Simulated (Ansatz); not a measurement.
```xyz
10

W     0.4471    0.3561   -0.4982
O    -0.2559   -0.3880    3.1288
H    -1.1516   -0.2609    2.7635
F     1.9058    0.1382   -1.6373
F     0.0452    1.9539   -1.3769
F    -1.0874    0.5755    0.5490
F     0.8125   -1.2912    0.2769
F    -0.6190   -0.5334   -1.7537
Cl    1.7321    1.4693    1.0376
H    -0.0513    0.4982    3.4817
```

Core potentials replace the inner electrons of W.

Theory: RKS PBE-D4/def2-SVP (Ansatz 0.2.0).

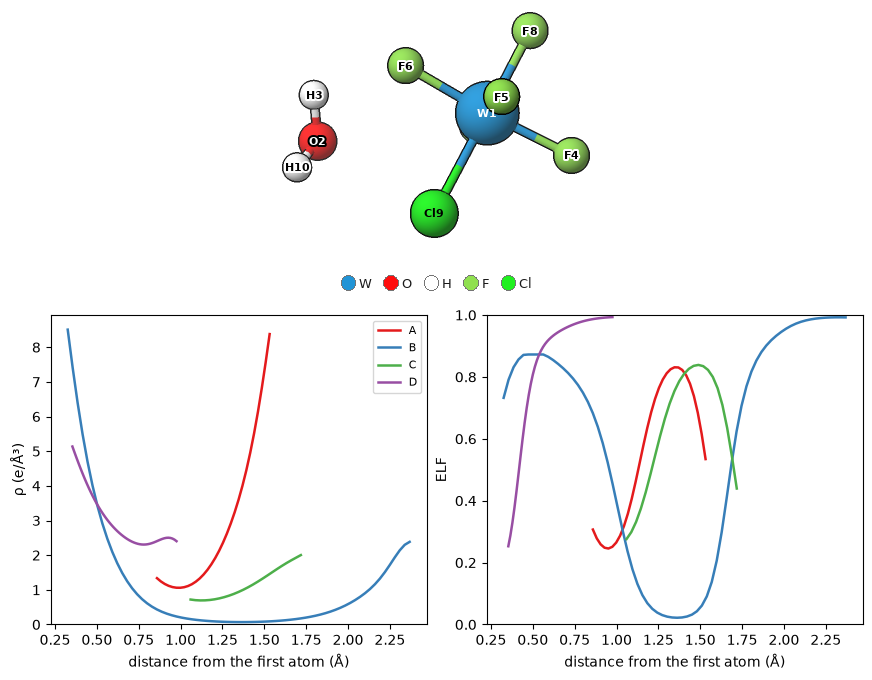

ClF$_{5}$W···H$_{2}$O. Electron density and electron localisation function along straight lines between neighbouring atoms. The curves leave out the atomic cores. The structure is drawn too.

Question: Which curve belongs to which contact (F–H, O–H, W–Cl and W–F)? The first atom named is at distance zero.

Answer: Curve A: W–F (1.86 Å): ρ at the midpoint is about 1.1 e/Å³; the ELF peaks at about 0.85 in the valence shell of F, 0.5 Å from its nucleus, and drops to about 0.25 between the two atoms. Curve B: F6···H3 (2.37 Å): the density falls to about 0.07 e/Å³ on the way; the ELF dips to about 0 between them (a closed-shell contact with the geometry of a hydrogen bond). Curve C: W–Cl (2.29 Å): the density is about 0.7 e/Å³ at the midpoint; the ELF peaks at about 0.85 in the valence shell of Cl, 0.8 Å from its nucleus, and is about 0.35 at the midpoint. Curve D: O–H (0.98 Å): ρ at the midpoint is about 3.6 e/Å³; the ELF climbs to about 1 towards the hydrogen, as it does in any bond to H (a covalent bond by its length).
